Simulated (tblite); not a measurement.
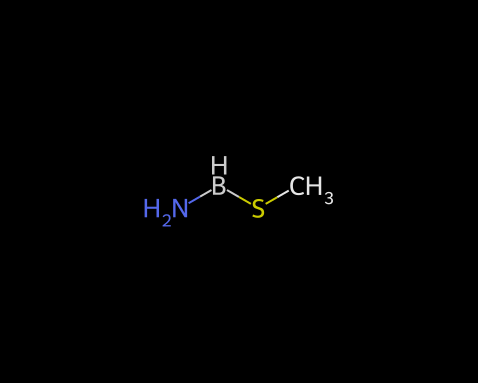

The picture comes from a calculation with tblite.

Skeletal drawing of a molecule.

Transcribe the drawing into SMILES.

Answer. CSBN

What is the molecular formula?

Answer. CH6BNS.

An optimisation with GFN2-xTB gave a structure of which point group?

Answer. Cs. Other conformers may differ.
